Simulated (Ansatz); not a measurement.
```json
{"atom": "Si", "x (Å)": "0.0076", "y (Å)": "0.0045", "z (Å)": "-0.0200"}
{"atom": "F", "x (Å)": "-0.2626", "y (Å)": "-0.1810", "z (Å)": "1.5803"}
{"atom": "H", "x (Å)": "1.4794", "y (Å)": "0.1261", "z (Å)": "-0.2141"}
{"atom": "C", "x (Å)": "-0.8833", "y (Å)": "1.5326", "z (Å)": "-0.6227"}
{"atom": "H", "x (Å)": "-1.9711", "y (Å)": "1.4453", "z (Å)": "-0.4709"}
{"atom": "H", "x (Å)": "-0.5323", "y (Å)": "2.4320", "z (Å)": "-0.0920"}
{"atom": "H", "x (Å)": "-0.7004", "y (Å)": "1.6801", "z (Å)": "-1.7006"}
{"atom": "H", "x (Å)": "-0.4952", "y (Å)": "-1.2197", "z (Å)": "-0.7036"}
```

Theory: RKS B3LYP/def2-SVP in Ansatz 0.2.0.

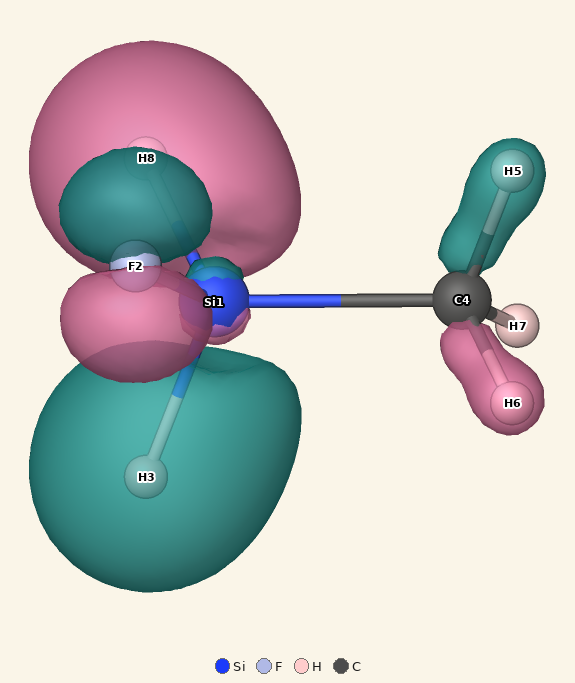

CH$_{5}$FSi. The HOMO−1 at ±0.15 Å⁻³ᐟ² (teal and pink are the two phases), seen from one side.

### What is the character of this orbital?

By Hirshfeld shares it lies mainly on Si1 (about 30 %), H3 (about 25 %), H8 (about 25 %) and F2 (about 15 %). Its energy is −9.06 eV.
